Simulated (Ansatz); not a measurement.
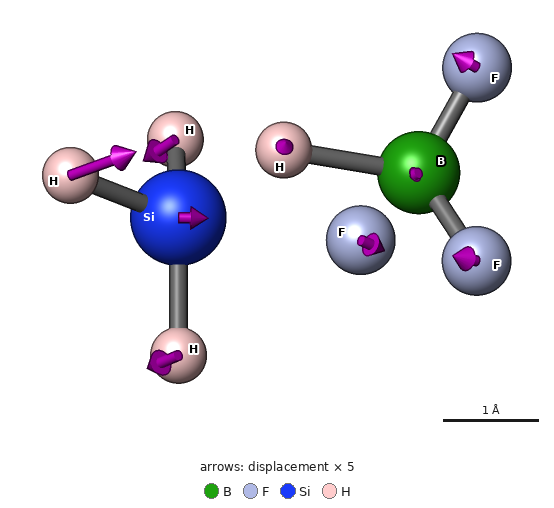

This is a constrained relaxation of BSiH$_{4}$F$_{3}$. The starting structure is drawn; purple arrows show the displacements, magnified 5 times. The two geometries are superimposed by the best rigid fit.

Style: ball-and-stick. Shown at a tilt.

The reaction that was planned forms B1–H6, F2–Si5 and breaks B1–F2, Si5–H6 (atoms numbered from 1 in input order).

The calculation used RKS PBE0-D4/def2-SVP (Ansatz).

The input:
```yaml
crystal:
  periodic: [false, false, false]
  atoms:
    - {symbol: B, position_ang: [-1.257200, -0.711500, -0.169200]}
    - {symbol: F, position_ang: [0.355800, -1.175400, -0.210200]}
    - {symbol: F, position_ang: [-1.745000, -0.845900, -1.375600]}
    - {symbol: F, position_ang: [-1.822800, -1.291400, 0.859800]}
    - {symbol: Si, position_ang: [1.071100, 0.658200, 0.154300]}
    - {symbol: H, position_ang: [-0.804000, 0.697700, 0.131000]}
    - {symbol: H, position_ang: [1.598500, 0.543900, -1.191700]}
    - {symbol: H, position_ang: [1.597700, 0.020900, 1.345600]}
    - {symbol: H, position_ang: [1.005900, 2.103600, 0.456000]}
basis:
  gaussian: {orbitals: def2-SVP}
hamiltonian: {xc: pbe0, dispersion: d4}
relax: {f_tol: 0.08, max_steps: 120, escape_saddle: false, constraints: [{distance: [0, 5]}, {distance: [1, 4]}, {distance: [0, 1]}, {distance: [4, 5]}]}
```

> Which element moves most?

Hydrogen: up to 0.18 Å, against 0.07 Å for fluorine.

> What happened in the run?

The atom that moves furthest after the best rigid fit is H9 (0.18 Å). By element the largest moves are H 0.18 Å, F 0.07 Å, Si 0.07 Å, B 0.03 Å. Near-neighbour distances that change, for instance: B1–Si5 2.721 → 2.637 Å, Si5–H7 1.450 → 1.482 Å, Si5–H9 1.478 → 1.500 Å, B1–F3 1.308 → 1.317 Å. Among the angles between lasting bonds that change: H7–Si5–H8 126.6° → 119.9°. The optimiser took 5 steps.
